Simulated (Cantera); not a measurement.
Feed: 1 mol CuO, 3.8 mol HF, 47 mol H2, equilibrated at 2.00 Pa.

Equilibrium computed with Cantera from the NASA thermochemical tables; the gas is ideal and each condensed phase is pure. Candidate condensed phases: Cu, CuF2, CuO, Cu(OH)2, Cu2O, H2O; 27 gas species. Equilibrium is a limit: real reactors are often held back by kinetics, nucleation or transport.

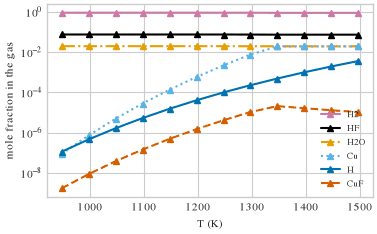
Fig. 1. Equilibrium gas composition (values under 1e-9 drawn at 1e-9)

From 948 K to 1298 K the condensed part is Cu(s). From 1348 K to 1498 K nothing is condensed. The main Cu-bearing gas is Cu throughout.
